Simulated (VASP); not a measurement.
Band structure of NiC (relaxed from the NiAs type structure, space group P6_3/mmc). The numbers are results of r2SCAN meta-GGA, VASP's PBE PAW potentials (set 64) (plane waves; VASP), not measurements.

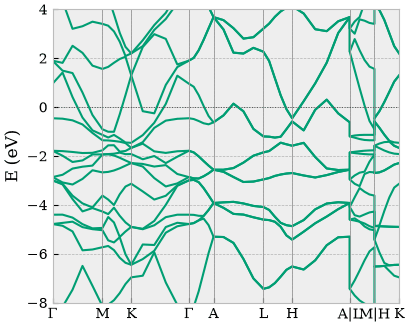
Fig. 1. Bands along high-symmetry lines, zero at the valence-band maximum or, without a gap, the Fermi level

Q: Read the plot: is there a gap, and where are the band edges?

A: It has no gap at this level: it comes out as a metal or semimetal.

The structure was generated: NiC was put into the NiAs type type (P6_3/mmc), which need not be its known phase. It was relaxed first, which changed the volume by -16 %. The run is not spin-polarised, so no magnetic state was tried.
